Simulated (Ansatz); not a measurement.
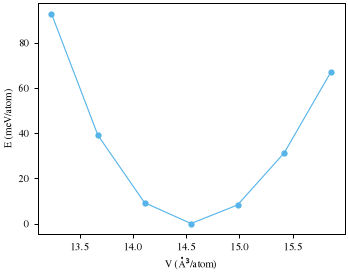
*MoP (NiAs type, P6_3/mmc) under volume change, PBE (plane waves, PAW; program Ansatz), shape and atoms relaxed at each volume.*

Problem. What does a third-order Birch–Murnaghan fit give for V₀, B₀ and B′?

Solution. V₀ = 14.55 Å³/atom, B₀ = 212 GPa, B′ = 4.4.

The cell is a constructed one: a structure type filled with these elements; neither database checked (COD, Materials Project) lists it. COD files the formula under space group No. 187, so this cell is another polymorph or a model. Whether it is the stable phase at ambient conditions was not checked. The PBE relaxation kept the symmetry of its start; its stability against distortions is not shown here. The run is not spin-polarised.

Potentials: the later of the program's two PAW sets.
